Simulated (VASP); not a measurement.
Band structure of BaTiO3 (cubic perovskite). Method: PBE GGA, VASP's PBE PAW potentials (set 64) (plane waves; VASP).

Unless said otherwise, spin-orbit coupling is left out, though it shifts the bands of the heavy elements here.

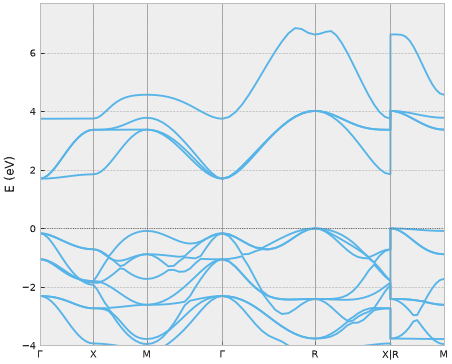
Figure. Bands along high-symmetry lines, zero at the valence-band maximum or, without a gap, the Fermi level

Question: Read the plot: is there a gap, and where are the band edges?

Answer: The gap is indirect, 1.70 eV, from the valence maximum at R to the conduction minimum at Γ. (Edges off the drawn lines would not show.)

Measured: gap 3.20 eV (computed value off by -1.50 eV), as given by Yu-ichiro Matsushita et al., Physical Review B (2011), arXiv:1104.2769.

The compound is BaTiO3 in the cubic perovskite structure, the ideal cubic form; the compound distorts at low or room temperature. It was relaxed first.
